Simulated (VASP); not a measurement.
Energy against volume of SrO (rock salt). Computed with PBE GGA with D4 dispersion, VASP's PBE PAW potentials (set 64) (plane waves; VASP).

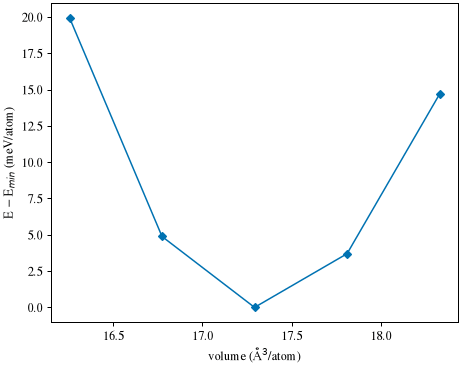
Figure: Energy against volume

### Question
Estimate the equilibrium volume and the bulk modulus.

### Answer
The minimum lies near 17.3 Å³/atom, and the curvature gives B0 of about 88 GPa.

Measured: bulk modulus 91.0 GPa at 300 K (computed value off by -3.5 %), a 5.160 Å at 300 K (computed value off by +0.3 %), as given by Juan A. Santana et al., The Journal of Chemical Physics (2016), arXiv:1608.06321. The calculation is for a static lattice, while the measured bulk modulus, a hold thermal and zero-point effects, which are part of the difference.

The compound is SrO in the rock salt structure. It was relaxed first.
